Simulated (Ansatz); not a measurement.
## Molecular dynamics of TaNH2ClF3 (part 4 of 4)

TaNH2ClF3; RKS PBE/def2-SVP (Ansatz 0.2.0). It belongs to a series of runs on one base structure; here: dynamics from the start.

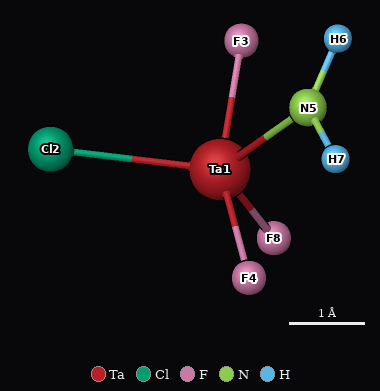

**Figure 1.** The geometry at step 141 of the log (ball-and-stick view, seen at a tilt; atoms are numbered from 1 in the order of the input).

Trajectory as extended XYZ, continued:
```
8
Properties=species:S:1:pos:R:3:forces:R:3 step=116 time_fs=29.0 energy=-23730.86543 temperature=553.3
Ta    0.0361   -0.0156   -0.0009   -1.3278   2.0900   1.1892
Cl    2.3630    0.1359    0.0946   -0.3073  -0.0973  -0.1365
F    -0.2715    0.1167    1.9366    0.2042  -0.1385  -1.7495
F    -0.2705    0.2345   -1.8672    0.6360  -0.4516   0.0066
N    -0.9412    1.7754   -0.1063    1.3364  -2.2534   0.8597
H    -1.3645    2.2548    0.6889   -0.0138   0.4007  -0.2293
H    -0.9270    2.1221   -1.0598   -0.5837   0.6794  -0.0772
F    -0.9327   -1.6227   -0.1042    0.0562  -0.2291   0.1370
8
Properties=species:S:1:pos:R:3:forces:R:3 step=119 time_fs=29.8 energy=-23730.84631 temperature=529.8
Ta    0.0361   -0.0168   -0.0017   -1.2229   2.4322   1.3702
Cl    2.3631    0.1363    0.0949   -0.3071  -0.1062  -0.1347
F    -0.2744    0.1176    1.9416    0.2369  -0.1471  -1.8596
F    -0.2716    0.2342   -1.8664    0.6117  -0.4443  -0.0155
N    -0.9407    1.7804   -0.1046    1.2650  -2.1592   0.9498
H    -1.3563    2.2698    0.6979    0.0854   0.2353  -0.4912
H    -0.9558    2.1042   -1.0692   -0.5809   0.6672   0.0634
F    -0.9282   -1.6154   -0.1039   -0.0881  -0.4780   0.1175
8
Properties=species:S:1:pos:R:3:forces:R:3 step=122 time_fs=30.5 energy=-23730.82881 temperature=508.3
Ta    0.0361   -0.0181   -0.0025   -1.1041   2.7717   1.5339
Cl    2.3632    0.1366    0.0951   -0.3057  -0.1151  -0.1325
F    -0.2773    0.1186    1.9461    0.2682  -0.1561  -1.9542
F    -0.2724    0.2339   -1.8656    0.5871  -0.4391  -0.0382
N    -0.9397    1.7845   -0.1025    1.1848  -2.0084   0.8652
H    -1.3476    2.2861    0.7043    0.1568   0.0810  -0.6882
H    -0.9878    2.0899   -1.0782   -0.5494   0.6014   0.3163
F    -0.9237   -1.6082   -0.1035   -0.2377  -0.7355   0.0977
8
Properties=species:S:1:pos:R:3:forces:R:3 step=125 time_fs=31.2 energy=-23730.81339 temperature=489.6
Ta    0.0360   -0.0192   -0.0032   -0.9741   3.1056   1.6792
Cl    2.3633    0.1370    0.0953   -0.3037  -0.1240  -0.1298
F    -0.2802    0.1195    1.9500    0.2979  -0.1655  -2.0342
F    -0.2731    0.2334   -1.8648    0.5623  -0.4359  -0.0602
N    -0.9382    1.7879   -0.1000    1.1024  -1.8509   0.6352
H    -1.3380    2.3029    0.7071    0.1871  -0.0377  -0.7832
H    -1.0227    2.0788   -1.0856   -0.4814   0.5070   0.6152
F    -0.9192   -1.6012   -0.1032   -0.3905  -0.9987   0.0777
8
Properties=species:S:1:pos:R:3:forces:R:3 step=128 time_fs=32.0 energy=-23730.80093 temperature=474.6
Ta    0.0359   -0.0202   -0.0039   -0.8359   3.4300   1.8056
Cl    2.3633    0.1373    0.0955   -0.3013  -0.1328  -0.1267
F    -0.2829    0.1203    1.9534    0.3260  -0.1753  -2.1001
F    -0.2737    0.2328   -1.8641    0.5376  -0.4344  -0.0803
N    -0.9363    1.7905   -0.0974    1.0224  -1.7220   0.3183
H    -1.3275    2.3195    0.7057    0.1742  -0.1070  -0.7619
H    -1.0603    2.0704   -1.0896   -0.3787   0.4052   0.8873
F    -0.9149   -1.5945   -0.1028   -0.5443  -1.2636   0.0579
8
Properties=species:S:1:pos:R:3:forces:R:3 step=132 time_fs=33.0 energy=-23730.79005 temperature=462.1
Ta    0.0357   -0.0215   -0.0047   -0.6441   3.8405   1.9452
Cl    2.3632    0.1377    0.0958   -0.2978  -0.1442  -0.1220
F    -0.2864    0.1214    1.9569    0.3609  -0.1888  -2.1671
F    -0.2741    0.2318   -1.8631    0.5051  -0.4347  -0.1033
N    -0.9332    1.7930   -0.0936    0.9273  -1.6236  -0.1320
H    -1.3120    2.3408    0.6976    0.1026  -0.1174  -0.5632
H    -1.1134    2.0625   -1.0875   -0.2075   0.2806   1.1103
F    -0.9094   -1.5861   -0.1023   -0.7465  -1.6124   0.0322
8
Properties=species:S:1:pos:R:3:forces:R:3 step=135 time_fs=33.8 energy=-23730.78535 temperature=457.1
Ta    0.0355   -0.0223   -0.0053   -0.4987   4.1259   2.0295
Cl    2.3631    0.1380    0.0959   -0.2951  -0.1523  -0.1182
F    -0.2889    0.1221    1.9588    0.3853  -0.1994  -2.2022
F    -0.2743    0.2309   -1.8624    0.4810  -0.4362  -0.1181
N    -0.9304    1.7941   -0.0908    0.8681  -1.6030  -0.4184
H    -1.2997    2.3560    0.6878    0.0269  -0.0743  -0.3178
H    -1.1548    2.0584   -1.0790   -0.0751   0.2037   1.1314
F    -0.9054   -1.5803   -0.1019   -0.8924  -1.8646   0.0138
8
Properties=species:S:1:pos:R:3:forces:R:3 step=138 time_fs=34.5 energy=-23730.78141 temperature=453.1
Ta    0.0353   -0.0229   -0.0058   -0.3556   4.3863   2.0977
Cl    2.3630    0.1382    0.0961   -0.2923  -0.1597  -0.1140
F    -0.2914    0.1228    1.9601    0.4080  -0.2101  -2.2244
F    -0.2744    0.2299   -1.8617    0.4571  -0.4386  -0.1318
N    -0.9273    1.7946   -0.0882    0.8167  -1.6060  -0.6076
H    -1.2873    2.3709    0.6764   -0.0446  -0.0113  -0.0349
H    -1.1966    2.0553   -1.0645    0.0407   0.1425   1.0188
F    -0.9018   -1.5750   -0.1014   -1.0301  -2.1032  -0.0038
8
Properties=species:S:1:pos:R:3:forces:R:3 step=141 time_fs=35.2 energy=-23730.77577 temperature=447.0
Ta    0.0352   -0.0235   -0.0062   -0.2178   4.6164   2.1512
Cl    2.3628    0.1385    0.0962   -0.2892  -0.1663  -0.1097
F    -0.2937    0.1234    1.9608    0.4290  -0.2211  -2.2339
F    -0.2743    0.2288   -1.8611    0.4333  -0.4418  -0.1455
N    -0.9238    1.7945   -0.0858    0.7648  -1.5979  -0.6642
H    -1.2750    2.3858    0.6648   -0.0887   0.0386   0.2341
H    -1.2382    2.0531   -1.0446    0.1253   0.0952   0.7882
F    -0.8984   -1.5704   -0.1010   -1.1567  -2.3231  -0.0203
8
Properties=species:S:1:pos:R:3:forces:R:3 step=144 time_fs=36.0 energy=-23730.76666 temperature=436.5
Ta    0.0350   -0.0239   -0.0066   -0.0886   4.8105   2.1914
Cl    2.3626    0.1387    0.0963   -0.2855  -0.1719  -0.1052
F    -0.2958    0.1239    1.9609    0.4482  -0.2321  -2.2307
F    -0.2741    0.2275   -1.8605    0.4095  -0.4462  -0.1606
N    -0.9201    1.7938   -0.0837    0.6997  -1.5382  -0.5777
H    -1.2632    2.4008    0.6544   -0.0860   0.0405   0.4407
H    -1.2793    2.0514   -1.0203    0.1717   0.0568   0.4776
F    -0.8953   -1.5664   -0.1006   -1.2692  -2.5194  -0.0356
8
Properties=species:S:1:pos:R:3:forces:R:3 step=147 time_fs=36.8 energy=-23730.75358 temperature=420.8
Ta    0.0348   -0.0241   -0.0069    0.0294   4.9632   2.2187
Cl    2.3623    0.1388    0.0964   -0.2811  -0.1762  -0.1005
F    -0.2979    0.1244    1.9603    0.4656  -0.2431  -2.2147
F    -0.2738    0.2261   -1.8599    0.3860  -0.4517  -0.1781
N    -0.9161    1.7925   -0.0818    0.6068  -1.3948  -0.3761
H    -1.2519    2.4161    0.6463   -0.0285  -0.0292   0.5549
H    -1.3195    2.0500   -0.9935    0.1867   0.0189   0.1452
F    -0.8926   -1.5631   -0.1002   -1.3649  -2.6873  -0.0494
8
Properties=species:S:1:pos:R:3:forces:R:3 step=150 time_fs=37.5 energy=-23730.73736 temperature=401.0
Ta    0.0346   -0.0242   -0.0071    0.1340   5.0697   2.2335
Cl    2.3620    0.1390    0.0965   -0.2759  -0.1791  -0.0957
F    -0.2998    0.1248    1.9590    0.4809  -0.2539  -2.1857
F    -0.2733    0.2246   -1.8594    0.3628  -0.4584  -0.1985
N    -0.9118    1.7906   -0.0800    0.4721  -1.1568  -0.1254
H    -1.2406    2.4312    0.6411    0.0755  -0.1704   0.5745
H    -1.3587    2.0486   -0.9659    0.1920  -0.0287  -0.1411
F    -0.8903   -1.5606   -0.0998   -1.4414  -2.8224  -0.0615
8
Properties=species:S:1:pos:R:3:forces:R:3 step=153 time_fs=38.2 energy=-23730.71997 temperature=379.8
Ta    0.0344   -0.0242   -0.0073    0.2233   5.1259   2.2354
Cl    2.3616    0.1391    0.0965   -0.2700  -0.1806  -0.0908
F    -0.3016    0.1251    1.9572    0.4939  -0.2643  -2.1439
F    -0.2728    0.2229   -1.8590    0.3403  -0.4660  -0.2216
N    -0.9074    1.7883   -0.0782    0.2860  -0.8405   0.0949
H    -1.2289    2.4454    0.6390    0.2049  -0.3591   0.5226
H    -1.3969    2.0471   -0.9389    0.2184  -0.0945  -0.3250
F    -0.8884   -1.5589   -0.0995   -1.4968  -2.9209  -0.0717
8
Properties=species:S:1:pos:R:3:forces:R:3 step=157 time_fs=39.2 energy=-23730.69948 temperature=354.8
Ta    0.0341   -0.0239   -0.0074    0.3166   5.1182   2.2164
Cl    2.3611    0.1392    0.0966   -0.2614  -0.1801  -0.0841
F    -0.3038    0.1255    1.9537    0.5073  -0.2770  -2.0683
F    -0.2719    0.2205   -1.8585    0.3113  -0.4768  -0.2555
N    -0.9013    1.7847   -0.0759   -0.0381  -0.3647   0.2459
H    -1.2115    2.4611    0.6405    0.3718  -0.6178   0.4036
H    -1.4461    2.0443   -0.9056    0.3278  -0.2112  -0.3766
F    -0.8866   -1.5579   -0.0990   -1.5353  -2.9906  -0.0815
8
Properties=species:S:1:pos:R:3:forces:R:3 step=160 time_fs=40.0 energy=-23730.68958 temperature=343.1
Ta    0.0340   -0.0235   -0.0075    0.3666   5.0495   2.1848
Cl    2.3606    0.1393    0.0966   -0.2545  -0.1780  -0.0791
F    -0.3053    0.1256    1.9505    0.5139  -0.2852  -1.9968
F    -0.2712    0.2185   -1.8582    0.2905  -0.4843  -0.2819
N    -0.8967    1.7819   -0.0740   -0.3113  -0.0317   0.2386
H    -1.1961    2.4692    0.6442    0.4643  -0.7690   0.3197
H    -1.4810    2.0408   -0.8830    0.4675  -0.3069  -0.2994
F    -0.8857   -1.5581   -0.0987   -1.5369  -2.9943  -0.0858
8
Properties=species:S:1:pos:R:3:forces:R:3 step=163 time_fs=40.8 energy=-23730.68731 temperature=341.3
Ta    0.0338   -0.0230   -0.0074    0.3993   4.9277   2.1369
Cl    2.3601    0.1393    0.0966   -0.2477  -0.1744  -0.0742
F    -0.3066    0.1257    1.9466    0.5175  -0.2918  -1.9132
F    -0.2703    0.2164   -1.8580    0.2702  -0.4906  -0.3076
N    -0.8923    1.7790   -0.0720   -0.5699   0.2300   0.1561
H    -1.1783    2.4732    0.6497    0.5146  -0.8547   0.2658
H    -1.5135    2.0358   -0.8618    0.6312  -0.3902  -0.1766
F    -0.8852   -1.5592   -0.0984   -1.5152  -2.9560  -0.0874
8
Properties=species:S:1:pos:R:3:forces:R:3 step=166 time_fs=41.5 energy=-23730.69509 temperature=352.4
Ta    0.0336   -0.0223   -0.0073    0.4155   4.7552   2.0721
Cl    2.3596    0.1393    0.0966   -0.2409  -0.1694  -0.0693
F    -0.3078    0.1257    1.9422    0.5178  -0.2964  -1.8175
F    -0.2694    0.2141   -1.8579    0.2504  -0.4949  -0.3315
N    -0.8880    1.7762   -0.0699   -0.7735   0.3889   0.0366
H    -1.1576    2.4726    0.6566    0.5187  -0.8631   0.2537
H    -1.5426    2.0286   -0.8416    0.7829  -0.4436  -0.0579
F    -0.8852   -1.5612   -0.0981   -1.4710  -2.8767  -0.0862
```

This output came from the following input.

The input:
```yaml
crystal:
  periodic: [false, false, false]
  atoms:
    - { symbol: Ta, position_ang: [0.01573, 0.006157, -0.002492] }
    - { symbol: Cl, position_ang: [2.33227, 0.120359, 0.071162] }
    - { symbol: F, position_ang: [-0.20839, 0.070868, 1.883764] }
    - { symbol: F, position_ang: [-0.08912, 0.144532, -1.895112] }
    - { symbol: "N", position_ang: [-0.930915, 1.728027, 0.002001] }
    - { symbol: H, position_ang: [-1.256707, 2.193221, 0.855123] }
    - { symbol: H, position_ang: [-1.203493, 2.227267, -0.850578] }
    - { symbol: F, position_ang: [-0.924375, -1.63213, -0.063868] }
basis:
  gaussian: { orbitals: def2-SVP }
hamiltonian:
  xc: pbe
md:
  timestep: 0.25
  n_steps: 166
  ensemble: nvt_nose_hoover
  temperature: 1000.0
  initial_velocities: maxwell_boltzmann
  seed: 9472
  nose_hoover: { tau: 100.0, chain_length: 5 }
```

Command:
```bash
ansatz run input.yaml --threads 4 --pin off --max-ram 5120MiB --backend cpu --events-out ev --progress --plain --runs-dir out
```

Results in brief:

| quantity | value |
| --- | --- |
| outcome | finished |
| mean temperature over the second half | 502 K |
| trajectory | 166 steps, 41.5 fs |
| ensemble | nvt_nose_hoover |
| temperature in the input | 1000.0 K |
| time step | 0.25 fs |
| potential energy (last step) | −23730.6951 eV |
| mean-field energy (last step) | −23730.6951 eV |
| largest force (length of the vector) (last step) | 5.204 eV/Å |
| hardware | 4 threads of AMD EPYC (Zen 3), 32 GiB of memory available, shared host |
| wall time | 4.3 min (CPU time 16 min) |
| peak memory | 0.18 GiB |

Notes:

So short a trajectory is not equilibrated. The temperature stays far from the 1000 K of the thermostat over the second half: the run isn't equilibrated.
